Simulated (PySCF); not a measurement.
# Geometry relaxation, with input and output: CH$_{3}$BrSi (part 2 of 3)

The same run, continued: CH$_{3}$BrSi; HF/LANL2DZ, RHF, core potentials lanl2dz, COSMO solvent ethanol (PySCF 2.14.0). The atoms were displaced at random from an optimised geometry.

Geometry of the input (Å):
```
C  -0.4013  0.4468  -0.1640
Si -0.0260  -0.7621  1.2234
Br 2.0708  -1.5248  0.4568
H  0.2635  1.2309  -0.3501
H  -1.4683  0.8589  -0.1164
H  -0.4922  -0.1596  -1.1037
```

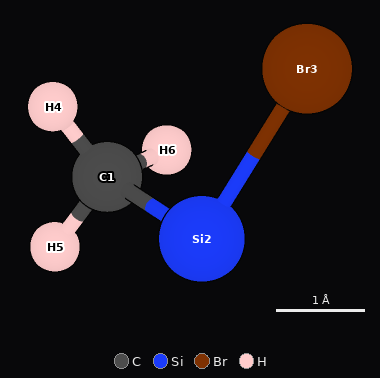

The structure as given in the input (ball-and-stick view, seen at a tilt; atoms are numbered from 1 in the order of the input).

Output, continued
```
----------------------------------------------
cycle 10: E = -56.285871193  dE = -1.49107e-07  norm(grad) = 3.31362e-05
Step    9 : Displace = 3.224e-04/4.258e-04 (rms/max) Trust = 3.000e-01 (=) Grad = 1.353e-05/1.599e-05 (rms/max) E (change) = -56.2858711930 (-1.491e-07) Quality = 1.290
Hessian Eigenvalues: 3.11643e-03 2.35247e-02 4.96920e-02 ... 3.14772e-01 3.18140e-01 4.18344e-01

Geometry optimization cycle 11
Cartesian coordinates (Angstrom)
 Atom        New coordinates             dX        dY        dZ
   C  -0.472345   0.410144  -0.212470   -0.000204 -0.000128  0.000182
  Si  -0.068549  -0.723159   1.245503    0.000369 -0.000891 -0.000493
  Br   2.146250  -1.513785   0.435759    0.000634  0.000969 -0.000693
   H   0.278683   1.187468  -0.321868    0.000092 -0.000420  0.000127
   H  -1.438055   0.876936  -0.056449    0.000053  0.000155  0.000937
   H  -0.499547  -0.147403  -1.144464   -0.000944  0.000315 -0.000061

WARN: PCM is an experimental feature. It is still in testing.
Features and APIs may be changed in the future.

converged SCF energy = -56.2858712598448
--------------- PCMRHF_Scanner (+PCM) gradients ---------------
         x                y                z
0 C    -0.0000254788     0.0000003975    -0.0000303309
1 Si     0.0000244973    -0.0000086260     0.0000025620
2 Br    -0.0000282272     0.0000023241     0.0000225420
3 H     0.0000123703     0.0000015010    -0.0000016895
4 H     0.0000059614     0.0000017197     0.0000028710
5 H     0.0000108770     0.0000026838     0.0000040455
----------------------------------------------
cycle 11: E = -56.2858712598  dE = -6.68251e-08  norm(grad) = 6.25095e-05
Step   10 : Displace = 6.183e-04/7.689e-04 (rms/max) Trust = 3.000e-01 (=) Grad = 2.552e-05/3.961e-05 (rms/max) E (change) = -56.2858712598 (-6.683e-08) Quality = 1.479
Hessian Eigenvalues: 4.28321e-03 7.51415e-03 4.98300e-02 ... 3.14213e-01 3.18828e-01 4.17777e-01

Geometry optimization cycle 12
Cartesian coordinates (Angstrom)
 Atom        New coordinates             dX        dY        dZ
   C  -0.472879   0.409864  -0.211789   -0.000534 -0.000280  0.000681
  Si  -0.066730  -0.724163   1.245047    0.001819 -0.001004 -0.000456
  Br   2.147557  -1.512408   0.432593    0.001307  0.001377 -0.003166
   H   0.277844   1.187512  -0.321142   -0.000839  0.000043  0.000727
   H  -1.438596   0.876186  -0.054417   -0.000540 -0.000749  0.002032
   H  -0.500759  -0.146790  -1.144283   -0.001213  0.000613  0.000182

WARN: PCM is an experimental feature. It is still in testing.
Features and APIs may be changed in the future.

converged SCF energy = -56.2858713810286
--------------- PCMRHF_Scanner (+PCM) gradients ---------------
         x                y                z
0 C    -0.0000534652    -0.0000147166    -0.0000523912
1 Si     0.0000750066    -0.0000149375     0.0000106733
2 Br    -0.0000612373     0.0000162856     0.0000339531
3 H     0.0000301112    -0.0000101413     0.0000137095
4 H     0.0000027989     0.0000052640    -0.0000029235
5 H     0.0000067857     0.0000182457    -0.0000030212
----------------------------------------------
cycle 12: E = -56.285871381  dE = -1.21184e-07  norm(grad) = 0.000136311
Step   11 : Displace = 2.810e-04/4.568e-04 (rms/max) Trust = 3.000e-01 (=) Grad = 5.565e-05/7.722e-05 (rms/max) E (change) = -56.2858713810 (-1.212e-07) Quality = 1.579
Hessian Eigenvalues: 2.19130e-03 4.57555e-03 4.99607e-02 ... 3.16093e-01 3.19848e-01 4.17360e-01

Geometry optimization cycle 13
Cartesian coordinates (Angstrom)
 Atom        New coordinates             dX        dY        dZ
   C  -0.474314   0.409217  -0.209664   -0.001434 -0.000647  0.002126
  Si  -0.062068  -0.727813   1.243206    0.004662 -0.003651 -0.001841
  Br   2.151855  -1.508162   0.423553    0.004298  0.004247 -0.009041
   H   0.275575   1.187629  -0.319350   -0.002269  0.000117  0.001792
   H  -1.439923   0.874385  -0.048235   -0.001328 -0.001801  0.006182
   H  -0.504688  -0.145055  -1.143501   -0.003929  0.001735  0.000782

WARN: PCM is an experimental feature. It is still in testing.
Features and APIs may be changed in the future.

converged SCF energy = -56.2858717112154
--------------- PCMRHF_Scanner (+PCM) gradients ---------------
         x                y                z
0 C    -0.0000768830    -0.0000337137    -0.0000625206
1 Si     0.0001446892    -0.0000304342     0.0000134290
2 Br    -0.0001073806     0.0000397354     0.0000511819
3 H     0.0000534276    -0.0000289687     0.0000323583
4 H    -0.0000079701     0.0000153073    -0.0000212766
5 H    -0.0000058832     0.0000380739    -0.0000131722
----------------------------------------------
cycle 13: E = -56.2858717112  dE = -3.30187e-07  norm(grad) = 0.000236381
Step   12 : Displace = 1.025e-03/1.366e-03 (rms/max) Trust = 3.000e-01 (=) Grad = 9.650e-05/1.485e-04 (rms/max) E (change) = -56.2858717112 (-3.302e-07) Quality = 1.617
Hessian Eigenvalues: 7.50192e-04 4.67980e-03 4.99663e-02 ... 3.17668e-01 3.33041e-01 4.17759e-01

Geometry optimization cycle 14
Cartesian coordinates (Angstrom)
 Atom        New coordinates             dX        dY        dZ
   C  -0.478064   0.407672  -0.203688   -0.003750 -0.001545  0.005975
  Si  -0.048985  -0.736920   1.238442    0.013082 -0.009106 -0.004764
  Br   2.163305  -1.497693   0.398025    0.011450  0.010468 -0.025527
   H   0.268427   1.189205  -0.314394   -0.007148  0.001577  0.004956
   H  -1.443914   0.868467  -0.031470   -0.003991 -0.005918  0.016766
   H  -0.514332  -0.140530  -1.140907   -0.009644  0.004525  0.002594

WARN: PCM is an experimental feature. It is still in testing.
Features and APIs may be changed in the future.

converged SCF energy = -56.2858724670656
--------------- PCMRHF_Scanner (+PCM) gradients ---------------
         x                y                z
0 C    -0.0001106387    -0.0000695834    -0.0000682337
1 Si     0.0002471195    -0.0000427413     0.0000142290
2 Br    -0.0001712758     0.0000728317     0.0000735123
3 H     0.0000877885    -0.0000569516     0.0000590797
4 H    -0.0000255557     0.0000294624    -0.0000480395
5 H    -0.0000274379     0.0000669822    -0.0000305477
----------------------------------------------
cycle 14: E = -56.2858724671  dE = -7.5585e-07  norm(grad) = 0.000386422
Step   13 : Displace = 1.633e-03/2.170e-03 (rms/max) Trust = 3.000e-01 (=) Grad = 1.578e-04/2.512e-04 (rms/max) E (change) = -56.2858724671 (-7.559e-07) Quality = 1.459
Hessian Eigenvalues: 4.92280e-04 4.67388e-03 5.00000e-02 ... 3.17880e-01 3.36090e-01 4.18145e-01

Geometry optimization cycle 15
Cartesian coordinates (Angstrom)
 Atom        New coordinates             dX        dY        dZ
   C  -0.481603   0.406365  -0.197521   -0.003539 -0.001307  0.006168
  Si  -0.035969  -0.745761   1.233525    0.013017 -0.008842 -0.004917
  Br   2.174626  -1.487909   0.371913    0.011321  0.009784 -0.026112
   H   0.260692   1.191681  -0.309438   -0.007735  0.002476  0.004956
   H  -1.447954   0.861962  -0.014617   -0.004040 -0.006505  0.016852
   H  -0.523356  -0.136137  -1.137853   -0.009024  0.004394  0.003054

WARN: PCM is an experimental feature. It is still in testing.
Features and APIs may be changed in the future.

converged SCF energy = -56.2858730681033
--------------- PCMRHF_Scanner (+PCM) gradients ---------------
         x                y                z
0 C    -0.0001005001    -0.0000762287    -0.0000478333
1 Si     0.0002520203    -0.0000367453     0.0000035017
2 Br    -0.0001653915     0.0000756768     0.0000687857
3 H     0.0000864098    -0.0000613296     0.0000574759
4 H    -0.0000340349     0.0000301505    -0.0000486309
5 H    -0.0000385035     0.0000684763    -0.0000332991
----------------------------------------------
cycle 15: E = -56.2858730681  dE = -6.01038e-07  norm(grad) = 0.000383579
Step   14 : Displace = 9.910e-04/1.223e-03 (rms/max) Trust = 3.000e-01 (=) Grad = 1.566e-04/2.547e-04 (rms/max) E (change) = -56.2858730681 (-6.010e-07) Quality = 1.138
Hessian Eigenvalues: 8.59004e-04 4.64230e-03 4.99464e-02 ... 3.15909e-01 3.18143e-01 4.17643e-01

Geometry optimization cycle 16
Cartesian coordinates (Angstrom)
 Atom        New coordinates             dX        dY        dZ
   C  -0.481596   0.406662  -0.196906    0.000006  0.000296  0.000614
  Si  -0.035332  -0.745981   1.233340    0.000637 -0.000220 -0.000185
  Br   2.175361  -1.488527   0.369516    0.000734 -0.000618 -0.002397
   H   0.259425   1.193088  -0.309106   -0.001267  0.001407  0.000332
   H  -1.448482   0.860953  -0.013643   -0.000528 -0.001009  0.000975
   H  -0.522939  -0.135993  -1.137192    0.000416  0.000143  0.000661

WARN: PCM is an experimental feature. It is still in testing.
Features and APIs may be changed in the future.

converged SCF energy = -56.2858737414985
--------------- PCMRHF_Scanner (+PCM) gradients ---------------
         x                y                z
0 C    -0.0000379875    -0.0000400843    -0.0000092431
1 Si     0.0001139725    -0.0000121696     0.0000061008
2 Br    -0.0000725712     0.0000383657     0.0000277468
3 H     0.0000379866    -0.0000314423     0.0000234534
4 H    -0.0000157211     0.0000169313    -0.0000310872
5 H    -0.0000256793     0.0000283992    -0.0000169707
----------------------------------------------
cycle 16: E = -56.2858737415  dE = -6.73395e-07  norm(grad) = 0.000173362
Step   15 : Displace = 9.578e-04/1.402e-03 (rms/max) Trust = 3.000e-01 (=) Grad = 7.077e-05/1.148e-04 (rms/max) E (change) = -56.2858737415 (-6.734e-07) Quality = 1.477
Hessian Eigenvalues: 8.64034e-04 4.43299e-03 4.57758e-02 ... 3.13695e-01 3.18141e-01 4.17403e-01

Geometry optimization cycle 17
Cartesian coordinates (Angstrom)
 Atom        New coordinates             dX        dY        dZ
   C  -0.481324   0.407122  -0.196794    0.000273  0.000461  0.000112
  Si  -0.035507  -0.745491   1.233475   -0.000175  0.000490  0.000134
  Br   2.175075  -1.490295   0.369046   -0.000286 -0.001768 -0.000470
   H   0.258640   1.194517  -0.308974   -0.000785  0.001429  0.000132
   H  -1.448793   0.860291  -0.013850   -0.000311 -0.000662 -0.000208
   H  -0.521655  -0.135943  -1.136893    0.001285  0.000051  0.000299

WARN: PCM is an experimental feature. It is still in testing.
Features and APIs may be changed in the future.

converged SCF energy = -56.2858739594666
--------------- PCMRHF_Scanner (+PCM) gradients ---------------
         x                y                z
0 C     0.0000069434    -0.0000014396     0.0000076447
1 Si    -0.0000003103     0.0000078323     0.0000030065
2 Br     0.0000046950     0.0000013379    -0.0000015817
3 H    -0.0000026565    -0.0000016388    -0.0000089827
4 H    -0.0000028355     0.0000028977    -0.0000025394
5 H    -0.0000058360    -0.0000089895     0.0000024526
----------------------------------------------
cycle 17: E = -56.2858739595  dE = -2.17968e-07  norm(grad) = 2.097e-05
Step   16 : Displace = 1.186e-03/1.714e-03 (rms/max) Trust = 3.000e-01 (=) Grad = 8.561e-06/1.099e-05 (rms/max) E (change) = -56.2858739595 (-2.180e-07) Quality = 1.033
Hessian Eigenvalues: 8.65268e-04 4.41083e-03 3.98520e-02 ... 3.13364e-01 3.18145e-01 4.17361e-01

Geometry optimization cycle 18
Cartesian coordinates (Angstrom)
 Atom        New coordinates             dX        dY        dZ
   C  -0.481397   0.407146  -0.196585   -0.000074  0.000024  0.000209
  Si  -0.035177  -0.745893   1.233220    0.000329 -0.000402 -0.000254
  Br   2.175314  -1.490240   0.368134    0.000239  0.000055 -0.000912
   H   0.258417   1.194699  -0.308636   -0.000224  0.000183  0.000339
   H  -1.448893   0.860091  -0.013264   -0.000101 -0.000200  0.000586
   H  -0.521825  -0.135602  -1.136860   -0.000170  0.000341  0.000033

WARN: PCM is an experimental feature. It is still in testing.
Features and APIs may be changed in the future.

converged SCF energy = -56.285873971793
--------------- PCMRHF_Scanner (+PCM) gradients ---------------
         x                y                z
0 C     0.0000025742     0.0000019606     0.0000027706
1 Si    -0.0000025974     0.0000075756     0.0000039302
2 Br     0.0000062909     0.0000006233    -0.0000016631
3 H    -0.0000033908    -0.0000009781    -0.0000098486
4 H     0.0000015620    -0.0000004734     0.0000013163
5 H    -0.0000044390    -0.0000087080     0.0000034945
----------------------------------------------
cycle 18: E = -56.2858739718  dE = -1.23264e-08  norm(grad) = 1.90276e-05
Step   17 : Displace = 4.519e-05/6.445e-05 (rms/max) Trust = 3.000e-01 (=) Grad = 7.768e-06/1.046e-05 (rms/max) E (change) = -56.2858739718 (-1.233e-08) Quality = 1.905
Hessian Eigenvalues: 1.20271e-03 3.59032e-03 6.21279e-03 ... 3.17706e-01 3.26728e-01 4.17891e-01

Geometry optimization cycle 19
Cartesian coordinates (Angstrom)
 Atom        New coordinates             dX        dY        dZ
   C  -0.481329   0.407695  -0.195819    0.000068  0.000549  0.000766
  Si  -0.034913  -0.748112   1.231736    0.000265 -0.002219 -0.001484
  Br   2.175043  -1.491951   0.364760   -0.000270 -0.001711 -0.003374
   H   0.258097   1.195863  -0.306145   -0.000320  0.001164  0.002490
   H  -1.448982   0.859748  -0.011285   -0.000089 -0.000343  0.001979
   H  -0.521479  -0.133042  -1.137237    0.000346  0.002561 -0.000377

WARN: PCM is an experimental feature. It is still in testing.
Features and APIs may be changed in the future.

converged SCF energy = -56.2858740568611
--------------- PCMRHF_Scanner (+PCM) gradients ---------------
         x                y                z
0 C    -0.0000183434     0.0000239103    -0.0000325918
1 Si    -0.0000148144     0.0000052598     0.0000081188
2 Br     0.0000112957    -0.0000065668     0.0000009604
3 H    -0.0000068444     0.0000042899    -0.0000158072
4 H     0.0000216821    -0.0000201801     0.0000294339
5 H     0.0000070244    -0.0000067131     0.0000098859
----------------------------------------------
cycle 19: E = -56.2858740569  dE = -8.50681e-08  norm(grad) = 6.86007e-05
Step   18 : Displace = 5.418e-04/7.022e-04 (rms/max) Trust = 3.000e-01 (=) Grad = 2.801e-05/4.439e-05 (rms/max) E (change) = -56.2858740569 (-8.507e-08) Quality = 1.402
Hessian Eigenvalues: 9.56712e-04 2.74937e-03 4.94079e-03 ... 3.17985e-01 3.52236e-01 4.19693e-01

Geometry optimization cycle 20
Cartesian coordinates (Angstrom)
 Atom        New coordinates             dX        dY        dZ
   C  -0.481208   0.408255  -0.195000    0.000121  0.000560  0.000819
  Si  -0.035119  -0.750762   1.230080   -0.000206 -0.002650 -0.001656
  Br   2.174496  -1.493629   0.361469   -0.000547 -0.001678 -0.003291
   H   0.258269   1.196672  -0.303255    0.000172  0.000809  0.002890
   H  -1.448884   0.859899  -0.009586    0.000098  0.000152  0.001700
   H  -0.521118  -0.130234  -1.137699    0.000361  0.002807 -0.000462

WARN: PCM is an experimental feature. It is still in testing.
Features and APIs may be changed in the future.

converged SCF energy = -56.2858741332847
--------------- PCMRHF_Scanner (+PCM) gradients ---------------
         x                y                z
0 C    -0.0000226537     0.0000258493    -0.0000447966
1 Si    -0.0000121717     0.0000015760     0.0000087582
2 Br     0.0000093522    -0.0000073342     0.0000026603
3 H    -0.0000045202     0.0000033096    -0.0000137142
4 H     0.0000210909    -0.0000222494     0.0000354267
5 H     0.0000089025    -0.0000011512     0.0000116655
----------------------------------------------
cycle 20: E = -56.2858741333  dE = -7.64236e-08  norm(grad) = 7.87072e-05
Step   19 : Displace = 2.530e-04/3.191e-04 (rms/max) Trust = 3.000e-01 (=) Grad = 3.213e-05/5.646e-05 (rms/max) E (change) = -56.2858741333 (-7.642e-08) Quality = 1.518
Hessian Eigenvalues: 9.07039e-04 1.90803e-03 4.64463e-03 ... 3.18268e-01 3.28984e-01 4.18117e-01

Geometry optimization cycle 21
Cartesian coordinates (Angstrom)
 Atom        New coordinates             dX        dY        dZ
   C  -0.480671   0.409081  -0.194533    0.000537  0.000826  0.000467
  Si  -0.036944  -0.753346   1.228500   -0.001825 -0.002584 -0.001580
  Br   2.172500  -1.496669   0.359937   -0.001997 -0.003040 -0.001532
   H   0.259470   1.197283  -0.299881    0.001201  0.000611  0.003374
   H  -1.448301   0.860968  -0.009442    0.000582  0.001068  0.000144
   H  -0.519616  -0.127116  -1.138572    0.001502  0.003118 -0.000873

WARN: PCM is an experimental feature. It is still in testing.
Features and APIs may be changed in the future.

converged SCF energy = -56.2858742155486
--------------- PCMRHF_Scanner (+PCM) gradients ---------------
         x                y                z
0 C    -0.0000182206     0.0000172140    -0.0000321344
1 Si    -0.0000063362    -0.0000000641     0.0000068294
2 Br     0.0000044331    -0.0000048619     0.0000014268
3 H    -0.0000010798     0.0000005266    -0.0000061248
4 H     0.0000161904    -0.0000150142     0.0000232021
5 H     0.0000050131     0.0000021995     0.0000068008
----------------------------------------------
cycle 21: E = -56.2858742155  dE = -8.22639e-08  norm(grad) = 5.41675e-05
Step   20 : Displace = 3.864e-04/4.901e-04 (rms/max) Trust = 3.000e-01 (=) Grad = 2.211e-05/4.075e-05 (rms/max) E (change) = -56.2858742155 (-8.226e-08) Quality = 1.354
Hessian Eigenvalues: 9.39358e-04 1.55038e-03 4.63923e-03 ... 3.16773e-01 3.20532e-01 4.17628e-01

Geometry optimization cycle 22
Cartesian coordinates (Angstrom)
 Atom        New coordinates             dX        dY        dZ
   C  -0.480220   0.409485  -0.194699    0.000450  0.000404 -0.000166
  Si  -0.038610  -0.753877   1.228200   -0.001666 -0.000531 -0.000300
  Br   2.170909  -1.498459   0.360975   -0.001591 -0.001790  0.001038
   H   0.260503   1.197327  -0.298715    0.001033  0.000044  0.001166
   H  -1.447833   0.861883  -0.010659    0.000468  0.000915 -0.001218
   H  -0.518311  -0.126158  -1.139093    0.001305  0.000958 -0.000520

WARN: PCM is an experimental feature. It is still in testing.
Features and APIs may be changed in the future.

converged SCF energy = -56.2858742394153
```
